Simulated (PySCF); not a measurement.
Geometry relaxation of SiPH5

System: SiPH5, SMILES [SiH3]P.
Method: PBE0-D3(BJ)/ma-def2-SVP geometry optimisation, gas phase (PySCF 2.14.0).

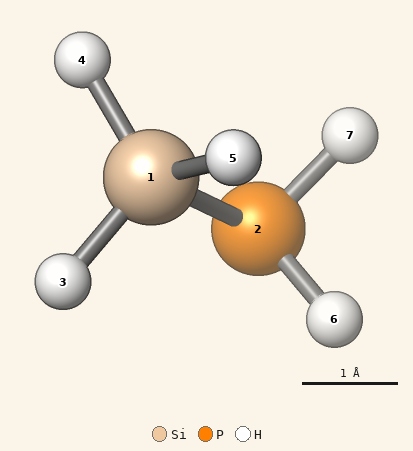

*The starting structure (ball-and-stick view, seen at a tilt; atoms are numbered from 1 in the order of the input).*

Bond lengths as drawn: H–P 1.38 Å, H–Si 1.46 to 1.47 Å and P–Si 2.24 Å.

The input
```
{"job": {"xc": "PBE0", "basis": "ma-def2-SVP", "d3": "d3bj", "grid": 1, "kind": "geom"}, "charge": 0, "multiplicity": 1}
Si    -0.824564     0.111908    -0.067439
P      1.344270    -0.024700    -0.591956
H     -1.526149    -0.855707    -0.909334
H     -1.248648     1.476902    -0.374121
H     -1.096087    -0.177297     1.343041
H      1.566523    -1.227998     0.052373
H      1.791322     0.706700     0.493282
```

The first line tells a small driver script what to run in PySCF; the rest is the geometry in Å.

Run on 1 CPU thread, shared host.

Command:
```bash
OMP_NUM_THREADS=1 python <driver script> task.json out
```

Log
```
step   0  E = -633.38554740  max force = 0.025280
step   1  E = -633.38857825  max force = 0.005348
step   2  E = -633.38869682  max force = 0.000598
step   3  E = -633.38869848  max force = 0.000076
optimisation converged
```

Trajectory as extended XYZ (Å, eV, eV/Å), 4 frames, from step=0 to step=3
```
7
Properties=species:S:1:pos:R:3:forces:R:3 step=0 energy=-17235.29863
Si   -0.8246    0.1119   -0.0674    0.3394  -0.0583   0.0747
P     1.3443   -0.0247   -0.5920   -0.0090   0.3015  -1.3000
H    -1.5261   -0.8557   -0.9093   -0.3549  -0.3493  -0.3468
H    -1.2487    1.4769   -0.3741   -0.2472   0.5349  -0.1508
H    -1.0961   -0.1773    1.3430   -0.1537  -0.1090   0.5383
H     1.5665   -1.2280    0.0524    0.1134  -0.9918   0.4036
H     1.7913    0.7067    0.4933    0.3119   0.6719   0.7809
7
Properties=species:S:1:pos:R:3:forces:R:3 step=1 energy=-17235.38110
Si   -0.8147    0.1094   -0.0644   -0.1174   0.0141  -0.0031
P     1.3777   -0.0212   -0.6153    0.1381  -0.0789   0.2750
H    -1.5683   -0.8580   -0.9194    0.0372  -0.0006   0.0151
H    -1.2900    1.4903   -0.3838    0.0326  -0.0141   0.0134
H    -1.1080   -0.1847    1.3725    0.0288   0.0017  -0.0182
H     1.5887   -1.2827    0.0468   -0.0396   0.2036  -0.1034
H     1.8260    0.7560    0.5114   -0.0796  -0.1258  -0.1788
7
Properties=species:S:1:pos:R:3:forces:R:3 step=2 energy=-17235.38433
Si   -0.8191    0.1093   -0.0636   -0.0047   0.0007   0.0011
P     1.3757   -0.0202   -0.6150    0.0175  -0.0088   0.0308
H    -1.5630   -0.8650   -0.9168    0.0006   0.0057   0.0055
H    -1.2862    1.4925   -0.3784   -0.0020  -0.0080   0.0021
H    -1.0987   -0.1867    1.3747    0.0024   0.0014  -0.0083
H     1.5837   -1.2730    0.0425   -0.0045   0.0217  -0.0117
H     1.8183    0.7523    0.5041   -0.0093  -0.0128  -0.0195
7
Properties=species:S:1:pos:R:3:forces:R:3 step=3 energy=-17235.38438
Si   -0.8187    0.1085   -0.0632   -0.0008   0.0004  -0.0001
P     1.3762   -0.0188   -0.6158   -0.0004   0.0010  -0.0039
H    -1.5637   -0.8659   -0.9149    0.0006  -0.0012   0.0004
H    -1.2894    1.4903   -0.3772   -0.0003   0.0002   0.0007
H    -1.0957   -0.1879    1.3750    0.0006  -0.0001   0.0002
H     1.5844   -1.2704    0.0410    0.0005  -0.0018   0.0009
H     1.8174    0.7534    0.5024   -0.0003   0.0014   0.0017
```

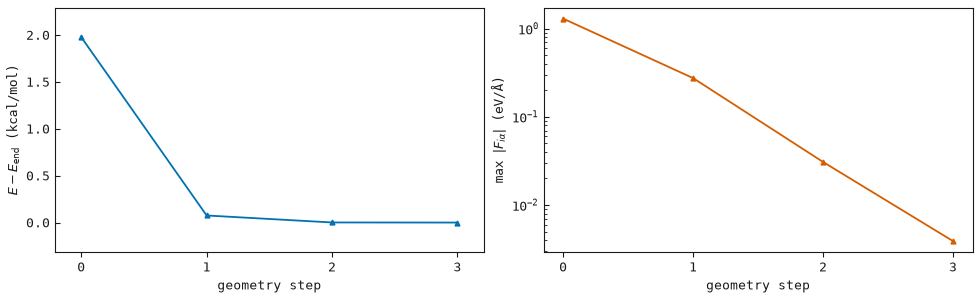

*Progress of the relaxation, step by step (steps are counted from 0).*

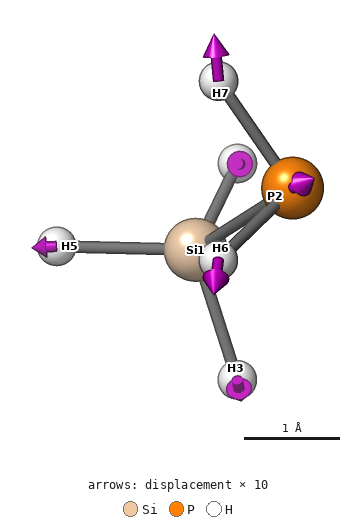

*The starting structure with the displacements as pink arrows, magnified 10 times (ball-and-stick view, seen at an oblique angle). The two geometries are laid on each other by the best rigid fit.*

H7 moves most after the best rigid fit: 0.051 Å. Largest moves by element: H 0.051 Å, P 0.038 Å, Si 0.006 Å. Among the contacts that change: P2–H6 1.383 → 1.429 Å, Si1–P2 2.236 → 2.267 Å, Si1–H3 1.462 → 1.493 Å, Si1–H5 1.465 → 1.494 Å. Over 3 geometry steps the energy falls by 1.98 kcal/mol. Largest force component: 1.3 eV/Å at the start, 0.0039 eV/Å at the end. (Atoms are counted from 1 in the order of the input.)

Key numbers

| quantity | value |
| --- | --- |
| outcome | converged |
| total energy | −633.388698 hartree |
| dipole moment | 0.96 D |
| point group | Cs |
| wall time | 6.7 s |
| peak memory | 0.3 GiB |
